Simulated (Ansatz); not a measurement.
# Calculations on CH6OSSi

Part 1: Relaxation

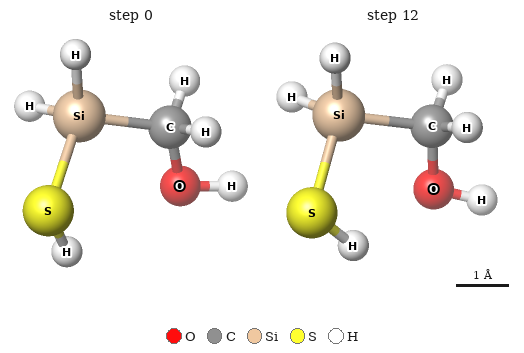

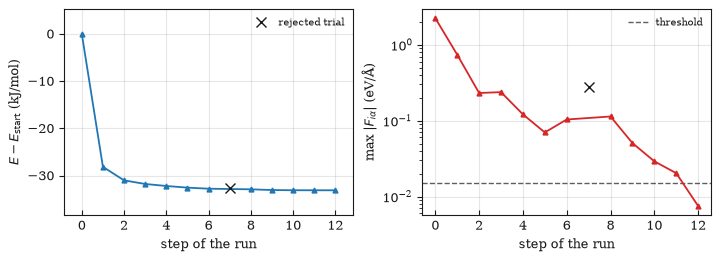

First and last geometry of a relaxation of CH6OSSi, with the history of the run. The picture is a ball-and-stick view, seen at a tilt.

The run prepares an end point of a later path (torsion) calculation, from a guessed geometry.

The calculation used Ansatz 0.2.0, RKS PBE/def2-SVP.

The input:
```yaml
crystal:
  periodic: [false, false, false]
  atoms:
    - { symbol: O, position_ang: [-0.7899, 0.8751, -1.1901] }
    - { symbol: C, position_ang: [-0.5875, 0.6828, 0.1896] }
    - { symbol: Si, position_ang: [0.257, -0.9106, 0.6304] }
    - { symbol: S, position_ang: [2.2391, -0.9863, -0.4048] }
    - { symbol: H, position_ang: [-1.2543, 1.7893, -1.2933] }
    - { symbol: H, position_ang: [0.0116, 1.5449, 0.5547] }
    - { symbol: H, position_ang: [-1.5229, 0.7189, 0.7092] }
    - { symbol: H, position_ang: [-0.4811, -2.0789, 0.2487] }
    - { symbol: H, position_ang: [0.559, -0.9485, 2.1474] }
    - { symbol: H, position_ang: [1.652, -0.7379, -1.5889] }
basis:
  gaussian: { orbitals: def2-SVP }
hamiltonian:
  xc: pbe
relax:
  f_tol: 0.015
  max_steps: 40
```

Launched with:
```bash
ansatz run input.yaml --threads 2 --pin off --max-ram 3072MiB --backend cpu --events-out ev --progress --plain --runs-dir out
```

**Read the history and describe the run.**

It converged. After 11 accepted moves (12 points after the start) the energy has fallen by 33.1 kJ/mol. The largest force component goes from 2.2 to 0.0075 eV/Å. The line search rejected the trial step at point 7 of the run. The atom that moves furthest after the best rigid fit is H10 (0.49 Å). Largest moves by element: H 0.49 Å, O 0.19 Å, S 0.18 Å, Si 0.07 Å, C 0.02 Å. Near-neighbour distances that change, for instance: Si3–S4 2.237 → 2.159 Å, Si3–H8 1.434 → 1.506 Å, O1–H5 1.031 → 0.974 Å, C2–Si3 1.856 → 1.913 Å. Bond angles that change, for instance: O1–C2–Si3 114.5° → 106.8°, O1–C2–H6 107.1° → 112.7°, S4–Si3–H8 107.8° → 113.0°. The run took 21 s on 2 threads of Arm Neoverse V2 (shared host), peak memory 0.14 GiB.

```tsv
step	E − E(0), kJ/mol	largest force component, eV/Å	note
0	0.00	2.2483	
1	-28.17	0.7418	
2	-31.03	0.2316	
3	-31.79	0.2378	
4	-32.22	0.1212	
5	-32.57	0.0700	
6	-32.80	0.1036	
7	-32.59	0.2759	rejected
8	-32.92	0.1135	
9	-33.08	0.0507	
10	-33.12	0.0291	
11	-33.13	0.0203	
12	-33.13	0.0075
```

Part 2: Relaxation

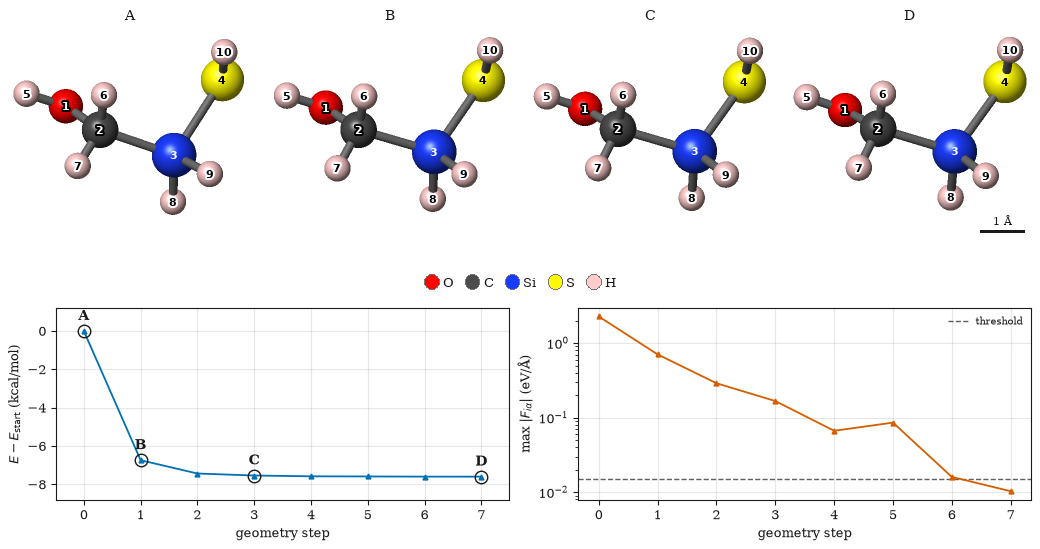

Frames of a relaxation of CH$_{6}$OSSi, marked on the history of the run. Style: ball-and-stick. Shown face on.

The run prepares an end point of a later path (torsion) calculation, from a guessed geometry.

Theory: Ansatz 0.2.0, RKS PBE/def2-SVP.

Input
```yaml
crystal:
  periodic: [false, false, false]
  atoms:
    - { symbol: O, position_ang: [-0.7899, 0.8751, -1.1901] }
    - { symbol: C, position_ang: [-0.5875, 0.6828, 0.1896] }
    - { symbol: Si, position_ang: [0.257, -0.9106, 0.6304] }
    - { symbol: S, position_ang: [2.2391, -0.9863, -0.4048] }
    - { symbol: H, position_ang: [-1.2543, 1.7893, -1.2933] }
    - { symbol: H, position_ang: [0.0116, 1.5449, 0.5547] }
    - { symbol: H, position_ang: [-1.5229, 0.7189, 0.7092] }
    - { symbol: H, position_ang: [-0.4811, -2.0789, 0.2487] }
    - { symbol: H, position_ang: [0.559, -0.9485, 2.1474] }
    - { symbol: H, position_ang: [2.69258, 0.0322, 0.34719] }
basis:
  gaussian: { orbitals: def2-SVP }
hamiltonian:
  xc: pbe
relax:
  f_tol: 0.015
  max_steps: 40
```

Run as
```bash
ansatz run input.yaml --threads 2 --pin off --max-ram 3072MiB --backend cpu --events-out ev --progress --plain --runs-dir out
```

### Describe the path.

After 7 geometry steps the energy has fallen by 7.59 kcal/mol. Largest force component: 2.3 eV/Å at the start, 0.01 eV/Å at the end. H8 moves most after the best rigid fit: 0.15 Å. Largest moves by element: H 0.15 Å, O 0.09 Å, Si 0.09 Å, C 0.08 Å, S 0.07 Å. Among the contacts that change: Si3–S4 2.237 → 2.164 Å, Si3–H8 1.434 → 1.501 Å, O1–H5 1.031 → 0.974 Å, C2–H7 1.071 → 1.122 Å. Bond angles that change, for instance: O1–C2–H6 107.1° → 113.5°, C2–Si3–S4 108.8° → 114.2°, O1–C2–Si3 114.5° → 109.5°. The run took 13 s on 2 threads of Arm Neoverse V2, on a shared host, peak memory 0.14 GiB. From step 0 to 1: H10 moves most (0.15 Å), energy −6.74 kcal/mol. From step 1 to 3: H8 moves most (0.05 Å), energy −0.80 kcal/mol. From step 3 to 7: H atoms move most (0.03 Å), energy −0.06 kcal/mol.

Part 3: Path

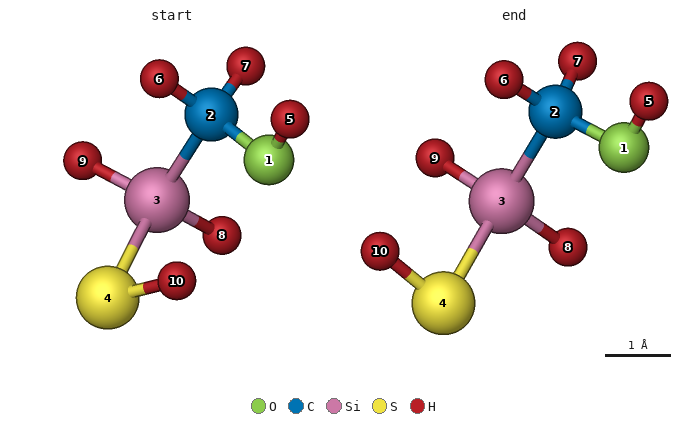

The two relaxed end points of a path for CH6OSSi. The picture is a ball-and-stick view, seen from a free direction.

Theory: RKS PBE/def2-SVP (Ansatz 0.2.0).

Set-up: 9 movable images; climbing image; force threshold 0.05 eV/Å; iteration limit 60.

Start:
```xyz
10

O    -0.6554    0.7389   -1.2098
C    -0.5809    0.6875    0.2130
Si    0.2964   -0.9518    0.6611
S     2.0982   -0.9962   -0.5272
H    -0.9605    1.6271   -1.4689
H     0.0143    1.5288    0.6447
H    -1.5887    0.7162    0.6978
H    -0.6232   -2.1105    0.3794
H     0.6622   -0.9711    2.1195
H     1.4207   -0.3201   -1.5065
```

End:
```xyz
10

O    -1.1958    0.7423   -1.1764
C    -0.6244    0.7480    0.1188
Si    0.2367   -0.9234    0.4406
S     1.8653   -1.3565   -0.9163
H    -1.5969    1.6163   -1.3327
H     0.1300    1.5628    0.2702
H    -1.3807    0.8759    0.9383
H    -0.7284   -2.0535    0.2323
H     0.7111   -0.9041    1.8724
H     2.6660   -0.3590   -0.4443
```

### Predict the minimum-energy path and its barrier.

The energy climbs by 2.59 kcal/mol to image 5 and then falls by 0.62 kcal/mol, so the end point sits at +1.96 kcal/mol. The motion is a rotation about the Si3–S4 bond by about 100°. No bond forms or breaks between the ends. Bond angles that change up to the highest image, for instance: S4–Si3–H8 113.0° → 106.9°, C2–Si3–S4 105.8° → 111.0°. The band is converged.

Energies of the converged images:

| image | path (Å) | E (kcal/mol) |
| --- | --- | --- |
| 0 | 0.00 | 0.00 |
| 1 | 0.25 | 0.15 |
| 2 | 0.50 | 0.78 |
| 3 | 0.76 | 1.68 |
| 4 | 1.01 | 2.37 |
| 5 | 1.26 | 2.59 |
| 6 | 1.48 | 2.52 |
| 7 | 1.70 | 2.33 |
| 8 | 1.91 | 2.15 |
| 9 | 2.13 | 2.01 |
| 10 | 2.35 | 1.96 |

The geometry at the top of the path:

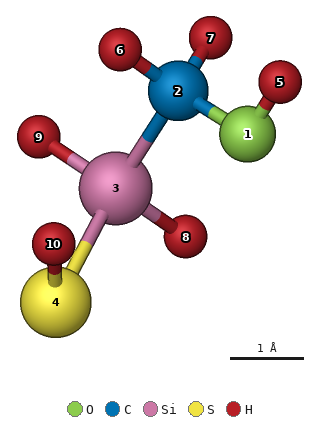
